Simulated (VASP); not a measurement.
Band structure of MgTe (wurtzite). Computed with revPBE GGA, VASP's PBE PAW potentials (set 64) (plane waves; VASP).

Unless said otherwise, spin-orbit coupling is left out, though it shifts the bands of the heavy elements here.

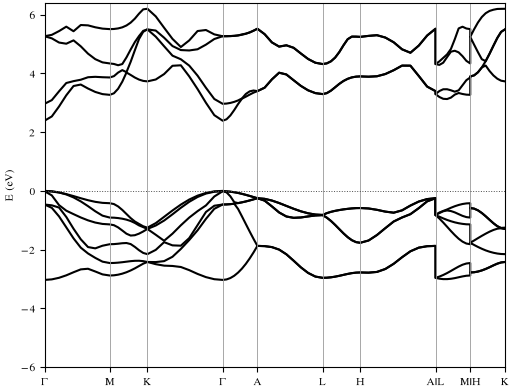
Bands along high-symmetry lines, zero at the valence-band maximum or, without a gap, the Fermi level

Read the plot: is there a gap, and where are the band edges?

The gap is direct, 2.39 eV, from the valence maximum at Γ to the conduction minimum at Γ. (Edges off the drawn lines would not show.)

The compound is MgTe in the wurtzite structure. It was relaxed first, which changed the volume by +7 %.
